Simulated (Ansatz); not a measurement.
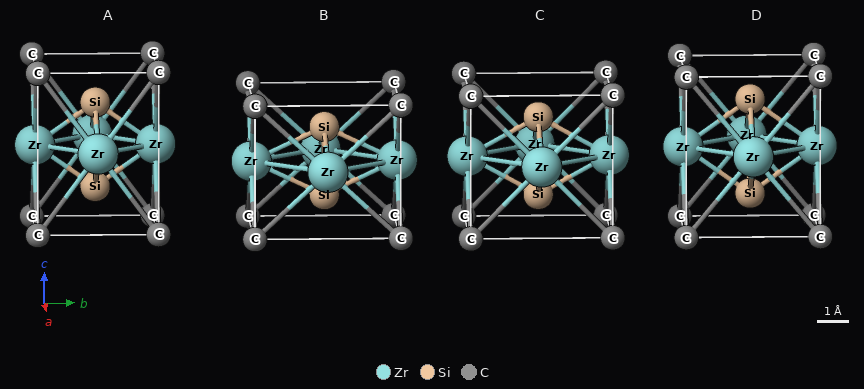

4 geometries from one relaxation of a crystal of Zr2Si2C (a generated structure, set up in P4/mmm) (coarse preliminary run), in shuffled order. Style: ball-and-stick. Shown: the cell of the calculation, from a free direction.

Method: DFT PBE, scalar-relativistic, plane waves, PAW in Ansatz 0.2.0. Set-up: plane-wave cutoff 420 eV; k-point mesh 4 × 4 × 4; occupations gaussian; smearing width 0.1 eV; no spin polarisation; cell and atoms relaxed; force threshold 0.04 eV/Å; at most 70 steps.

Put them in the order of the run, from the start to the converged end.

Answer. A, D, C, B. They are steps 0, 4, 7, 14, at +739 meV per atom, +111 meV per atom, +59.2 meV per atom relative to the last. The largest moves relative to the cell, 0.021 Å, are those of Si atoms. C and Zr stay in place. Cell: a = b 3.963 → 4.784 Å (+20.7 %), c 5.375 → 4.418 Å (−17.8 %). Volume +19.8 %. Among the contacts that change: Zr–Zr 2.802 → 3.382 Å, Si–Si 2.795 → 2.256 Å, Si–Si 2.580 → 2.163 Å, Si–Zr 2.425 → 2.644 Å. Bond angles that change, for instance: Zr–Si–Zr 109.6° → 129.5°, Zr–Si–Zr 70.6° → 79.5°. The space group stays P4/mmm (No. 123). The energy falls by 739 meV per atom in 12 accepted moves (14 points after the start). The largest force component goes from 6.7 to 0.025 eV/Å. The pressure goes from 30.75 to −0.08 GPa. At 2 points the geometry stayed and the basis and grid were re-selected for the new cell (energy shift of 18.2 meV per atom at most each time).

Limits of the set-up: the k-point mesh is coarse for a cell with partly filled bands.
